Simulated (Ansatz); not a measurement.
# HfSi2N2: from a guess to a relaxed structure, part 2 of 2

Where does this trial cell of HfSi2N2 go when cell and atoms are let free?

Ansatz 0.2.0; DFT PBE, scalar-relativistic, plane waves, PAW. The steps go on from the part before.

### 4 Final relaxation

The end of the coarse run is made exact in the group found at a tolerance of 0.06 Å and reduced to its primitive cell.

File input.yaml:

```yaml
crystal:
  lattice:
    - [4.2903777935, 0.0, 0.0]
    - [0.0, 4.2903777935, 0.0]
    - [0.0, 0.0, 5.3336999759]
  atoms:
    - { symbol: Hf, position: [0.5, 0.5, 0.0] }
    - { symbol: Si, position: [0.0, 0.5, 0.5] }
    - { symbol: Si, position: [0.5, 0.0, 0.5] }
    - { symbol: "N", position: [0.5, 0.5, 0.3752650405] }
    - { symbol: "N", position: [0.5, 0.5, 0.6247349595] }
basis:
  ecutwfc: 420
kpoints:
  mp_grid: { grid: [10, 10, 8] }
hamiltonian:
  xc: pbe
scf:
  occupations: { method: gaussian, width: 0.1 }
output:
  forces: true
  stress: true
  eigenvalues: true
  write_density: true
  write_potential: true
  elf: true
  volumetric_format: npy
relax:
  adjacent_minimum: "off"
  f_tol: 0.01
  max_steps: 80
  cell: { stress_tol: 0.05 }
```

The run is started by

```bash
$ ansatz run input.yaml --threads 1 --pin off --max-ram 2560MiB --backend cpu --events-out ev --progress --plain --runs-dir out
```

Log, cut to the lines that bear on the results:

```text
Warning: RAYON_NUM_THREADS=1 ignored (pool sized by the plan → 1); use --threads N
[...]
Pseudopotentials: kind: paw
Pseudopotential: Hf, paw, valence charge 26, recommended cutoff 420 eV (normal), Hf.paw.azcp
Pseudopotential: Si, paw, valence charge 4, recommended cutoff 420 eV (normal), Si.paw.azcp
Pseudopotential: N, paw, valence charge 5, recommended cutoff 420 eV (normal), N.paw.azcp
Functional definition: PBE
[...]
Crystal: 5 atoms, lattice volume = 98.179 Å³
Basis set: ecut = 420 eV, 1913 PW (Γ), exchange–correlation on 60×60×72 points (8 copies of the dense FFT grid, shifted against one another)
Bands: 27, of which v1, the nominal top of the filled ones, is band 22 counted from 1 (21 counted from 0)
Symmetry: 16 space group operations
Space group: P4/mmm (ITA 123), of the structure as read, at distance tolerance 4.6e-5 Å
k-points: 105 of 800
[...]
  P = ⅓ Tr σ = 0.0289 GPa (0.289 kbar)
--- Band table (eV; the first three rows and the last of 105) ---
[... band rows left out ...]
[...]
--- Relaxed structure (4 steps of the walk, 4 accepted, 1 SCFs on fresh bases) ---
  F+E_penalty+E_count = -17756.16554272 eV   max|allowed force component| = 1.287e-3 eV/Å   (the final SCF, on the basis selected at the relaxed cell)
  cell:  # Å, volume = 98.9747 Å³
    - [4.313640091319357, -1.7944631455610408e-33, -2.8658235867893647e-33]
    - [-1.8840201326482084e-33, 4.313640091319357, 8.507913773280927e-34]
    - [-3.562726624902312e-33, 1.057684466767874e-33, 5.3190761702300415]
  atoms:
    - { symbol: Hf, position: [0.49999999999999994, 0.49999999999999994, 1.524554498825027e-20] }
    - { symbol: Si, position: [-6.465142799197496e-35, 0.49999999999999994, 0.4999999999999999] }
    - { symbol: Si, position: [0.49999999999999994, 1.3472116117774435e-34, 0.4999999999999999] }
    - { symbol: N, position: [0.49999999999999994, 0.49999999999999994, 0.3756001750679224] }
    - { symbol: N, position: [0.49999999999999994, 0.49999999999999994, 0.6243998249320774] }
```

It took 3.4 min on 1 thread of Intel Xeon at 2.50GHz (Skylake/Cascade Lake), shared host; peak memory 0.56 GiB.

Step by step:

```
step  energy from step 1 (eV/cell)  largest force component (eV/Å)  pressure (GPa)  volume (Å³)
   1                        0.0000                          0.1883            0.05        98.18
   2                       -0.0020                          0.1133            0.11        98.51
   3                       -0.0021                          0.0075           -0.05        99.04
   4                       -0.0022                          0.0009            0.01        98.97
   5                       -0.0034                          0.0013            0.03        98.97
```

Step 1 is the start. Step 5 repeats the geometry before it on a plane-wave basis chosen anew for that cell, so its energy need not be comparable with the rows above.

|  | before | after | change |
| --- | --- | --- | --- |
| a (Å) | 4.290 | 4.314 | +0.5 % |
| b (Å) | 4.290 | 4.314 | +0.5 % |
| c (Å) | 5.334 | 5.319 | -0.3 % |
| volume (Å³/atom) | 19.64 | 19.79 | +0.8 % |
| shortest distance (Å) | 1.331 | 1.323 | -0.5 % |
| space group (0.01 Å) | P4/mmm | P4/mmm | same |

Forces and stress were held to the start's 16 operations: a distortion of lower symmetry was not tested.

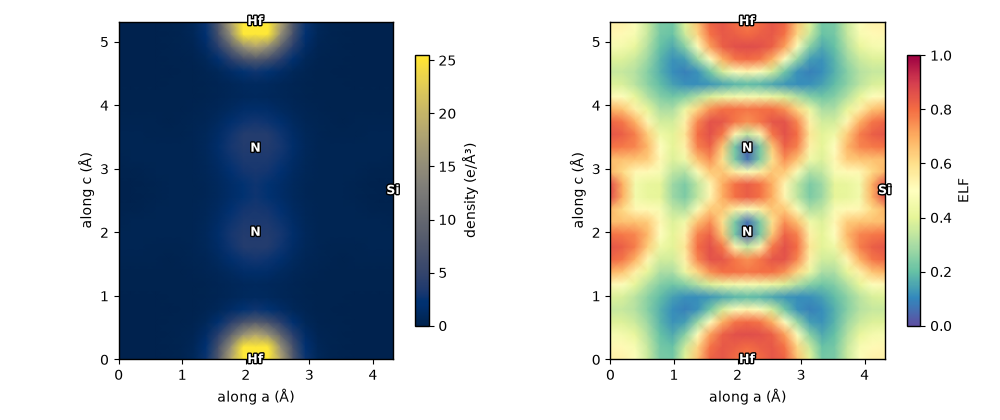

Density (left) and ELF (right) in a lattice plane of the grid's cell (edges 4.31 and 5.32 Å, at 0.500 of the third edge), which holds Hf and Si and N. Only atoms in the plane are labelled; the density scale stops at 25.47 e/Å³. Both are smooth fields of the valence electrons: close to the nuclei they are not physical.

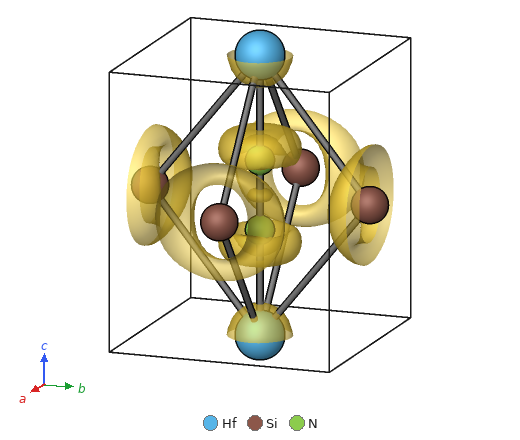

Surface of ELF = 0.80, drawn in one cell.

Outside the cores ELF peaks at 0.92 beside Si, off the lines to its neighbours, 1.0 Å from Si; 0.86 beside N, off the lines to its neighbours, 0.6 Å from N; 0.83 on the N–N line, 0.6 Å from N.

### 5 Changed: occupations.method tetrahedron, dr2_threshold 1.0e-06, lower_state_search off, width left out

File input.yaml:

```yaml
crystal:
  lattice:
    - [4.3136400913, 0.0, 0.0]
    - [0.0, 4.3136400913, 0.0]
    - [0.0, 0.0, 5.3190761702]
  atoms:
    - { symbol: Hf, position: [0.5, 0.5, 0.0] }
    - { symbol: Si, position: [0.0, 0.5, 0.5] }
    - { symbol: Si, position: [0.5, 0.0, 0.5] }
    - { symbol: "N", position: [0.5, 0.5, 0.3756001751] }
    - { symbol: "N", position: [0.5, 0.5, 0.6243998249] }
basis:
  ecutwfc: 420
kpoints:
  mp_grid: { grid: [10, 10, 8] }
hamiltonian:
  xc: pbe
scf:
  occupations: { method: tetrahedron }
  convergence: { dr2_threshold: 1.0e-06 }
  lower_state_search: "off"
output:
  forces: true
  eigenvalues: true
  stress: true
```

The run is started by

```bash
$ ansatz run input.yaml --threads 1 --pin off --max-ram 2560MiB --backend cpu --events-out ev --progress --plain --runs-dir out
```

Log, cut to the lines that bear on the results:

```text
Warning: output.forces, output.stress, relax.cell or npt_langevin: where a Kohn–Sham band that disperses or a degenerate level is filled in part under the method tetrahedron, the forces or the stress that this run publishes need not agree with its energy (scf.occupations.method in the [...]
Warning: scf.convergence.dr2_threshold = 1e-6 eV is looser than this run's default, which is 1e-7 eV or tighter. The error in the forces grows as the threshold's square root, so leave the key out unless less accurate forces are enough
Warning: output.stress: scf.convergence.dr2_threshold = 1e-6 eV is looser than the 5e-10 eV advised for a printed stress (1e-10 eV for each atom of the cell: 5). What an SCF threshold leaves in a stress goes as its square root, and in the free energy as the threshold itself, and one [...]
Warning: RAYON_NUM_THREADS=1 ignored (pool sized by the plan → 1); use --threads N
[...]
[... 5 set-up lines as earlier in the session ...]
[...]
Crystal: 5 atoms, lattice volume = 98.975 Å³
[...]
[... 2 set-up lines as earlier in the session ...]
k-points: 105 of 800
[...]
SCF iter   1: F=—  HF=-17756.187026 eV  |F-HF|=—  |Δ(HF+E_count)|=         —  Δρ=1.09e-2  dr2=1.37e-1  ethr=1.77e-3  ⟨swp⟩=6.6  Hψ=12476  notcnv=0
[...]
SCF iter   9: F=-17756.158851 eV  HF=-17756.158851 eV  |F-HF|=6.80e-8  |Δ(HF+E_count)|=   6.60e-9  Δρ=1.02e-5  dr2=2.28e-7  ethr=2.27e-9  ⟨swp⟩=5.1  Hψ=10050  notcnv=0
[...]
SCF converged after 9 iterations
Stability not checked: this state was not tested for a lower state beside it, because cold or Methfessel-Paxton smearing, or corrected tetrahedra, fill the levels in a way that the test cannot read (fill_not_monotonic; see scf.lower_state_search)
Free energy (F): -17756.158851 eV
[...]
E sigma→0 (E₀):  -17756.158851 eV
Entropy (-TS):   -0.000153 eV (-0.031 meV/atom)
Fermi energy:    8.271266 eV
[...]
--- Forces (eV/Å), atoms counted from 1 ---
  atom   1  Hf    -0.00000000    -0.00000000     0.00000000
  atom   2  Si    -0.00000000     0.00000000     0.00000000
  atom   3  Si    -0.00000000     0.00000000     0.00000000
  atom   4  N      0.00000000     0.00000000    -0.00870897
  atom   5  N      0.00000000     0.00000000     0.00870897
[...]
--- Stress (GPa, compression-positive) ---
        0.049936       0.000000       0.000000
        0.000000       0.049936       0.000000
        0.000000       0.000000       0.210407
  P = ⅓ Tr σ = 0.1034 GPa (1.034 kbar)
--- Band table (eV; the first three rows and the last of 105) ---
[... band rows left out ...]
[...]
```

Wall time 35 s (1 thread of Intel Xeon at 2.50GHz (Skylake/Cascade Lake), shared host); peak memory 0.52 GiB.

```csv
run,ending,energy change,pressure (GPa),gap (eV),force (eV/Å),cycles,time
step 4,converged,0,0.0,0.00,0.00,-,3.4 min
variant,converged,+0.3 meV/atom (σ→0),0.1,0.00,0.01,9,35 s
```

Changing the smearing, convergence setting and search for lower states hardly moves the energy: +0.3 meV/atom.

### 6 Outcome

This closing draws on all 2 parts. Changes of volume or cell count from the first structure of part 1.

| quantity | value |
| --- | --- |
| symmetry at the end (tolerance 0.05 Å) | space group P4/mmm (No. 123) |
| conventional cell | a = 4.314 Å, b = 4.314 Å, c = 5.319 Å, α = 90.00°, β = 90.00°, γ = 90.00° |
| volume | 19.79 Å³/atom |
| energy over the elements (uncorrected; H, N, O, F and Cl as molecules) | +0.97 eV/atom |
| gap on the mesh | none (metal) |

The space group P4/mmm (No. 123) is kept, and the volume per atom grows by 17.7 % from the first guess. The formation energy is positive, so the separate elements lie lower. No finished test with a distortion of lower symmetry is shown, so the end may be a saddle point. Spin-orbit coupling is left out for Hf.
